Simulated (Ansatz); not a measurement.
C$_{2}$H$_{8}$FNOSi (SMILES NC[SiH](O)CF)

The calculation's input:

```
crystal:
  periodic: [false, false, false]
  atoms:
    - { symbol: "N", position_ang: [0.869, -2.1919, 0.0659] }
    - { symbol: C, position_ang: [0.2318, -1.0009, 0.7571] }
    - { symbol: Si, position_ang: [-0.3327, 0.3777, -0.4409] }
    - { symbol: O, position_ang: [0.9426, 0.6701, -1.5926] }
    - { symbol: C, position_ang: [-0.829, 1.87, 0.5029] }
    - { symbol: F, position_ang: [0.1618, 2.268, 1.3741] }
    - { symbol: H, position_ang: [0.1939, -2.5228, -0.6266] }
    - { symbol: H, position_ang: [1.6992, -1.8414, -0.4543] }
    - { symbol: H, position_ang: [-0.6237, -1.3179, 1.3828] }
    - { symbol: H, position_ang: [0.9774, -0.6023, 1.4855] }
    - { symbol: H, position_ang: [-1.4692, -0.1475, -1.1734] }
    - { symbol: H, position_ang: [1.39711, 1.48873, -1.41529] }
    - { symbol: H, position_ang: [-1.0902, 2.75, -0.1549] }
    - { symbol: H, position_ang: [-1.7482, 1.69, 1.1392] }
basis:
  gaussian: { orbitals: def2-SVP }
hamiltonian:
  xc: b3lyp
  dispersion: d4
relax:
  f_tol: 0.015
  max_steps: 40
output:
  orbitals: {}
```

Command:

```sh
ansatz run input.yaml --threads 2 --pin off --max-ram 3072MiB --backend cpu --events-out ev --progress --plain --runs-dir out
```

The fields are those of the run's last geometry, not of the input's.

The calculation used RKS B3LYP-D4/def2-SVP (Ansatz).

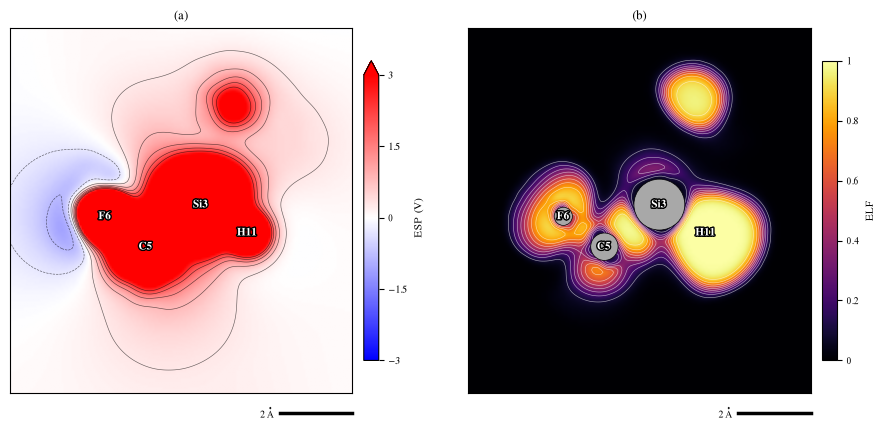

Figure 1. (a) electrostatic potential; (b) electron localisation function on the plane of atoms Si3, C5 and F6. Grey discs cover the atomic cores in the ELF map.

**Describe what can be read from this map.**

The section cuts through Si, C, F and H sites.
C–F (1.41 Å): the ELF peaks at about 0.85 between the atoms: a shared but strongly polarised pair.
C–Si (1.90 Å): the ELF peaks at about 1 between the atoms (a shared electron pair).
The ELF also peaks beside F6, away from the bonds: lone-pair regions.
Outside the dense part of the molecule the potential is most negative (−1.1 V) near F6.

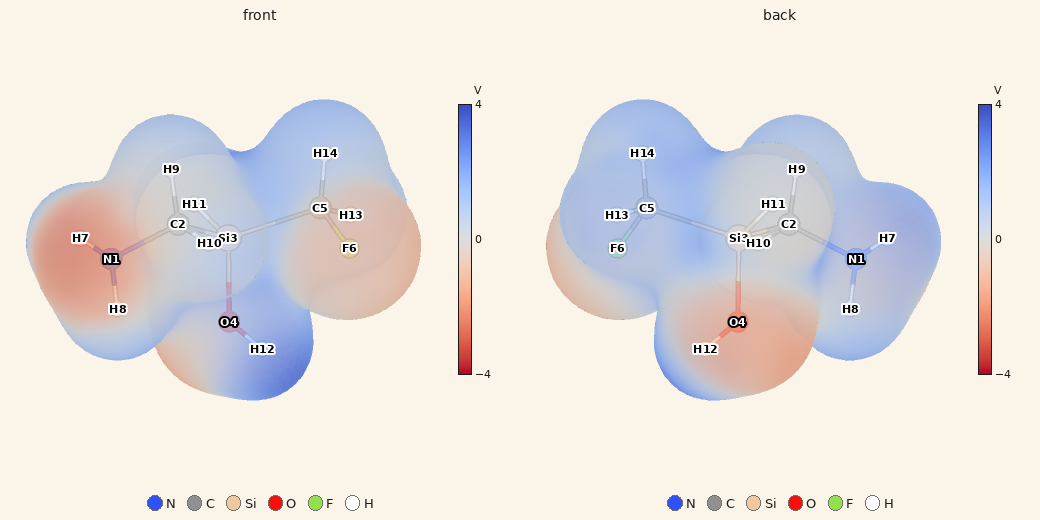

Figure 2. The electrostatic potential painted on the density surface at 0.004 e/bohr³, seen from the front and from behind; the colour scale runs from red (negative) to blue (positive).

**Which sites attract a positive test charge, and which a negative one?**

A positive charge is drawn to the negative regions and a negative charge to the positive ones. The most negative region (about −2.2 V) lies over N1, the most positive (about +3.1 V) over H12. N1 is the likeliest acceptor of a hydrogen bond.

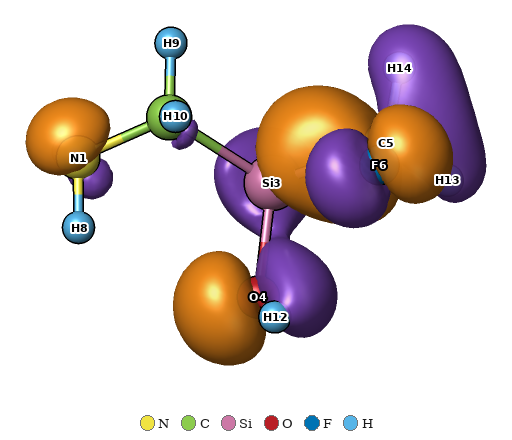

Figure 3. The HOMO−1 at ±0.1 Å⁻³ᐟ² (orange and purple are the two phases), seen at a tilt.

**Where does this orbital lie, and at what energy?**

Its weight (Hirshfeld) is mainly on C5 (about 25 %), F6 (about 20 %), O4 (about 20 %) and Si3 (about 15 %). Its energy is −8.14 eV.
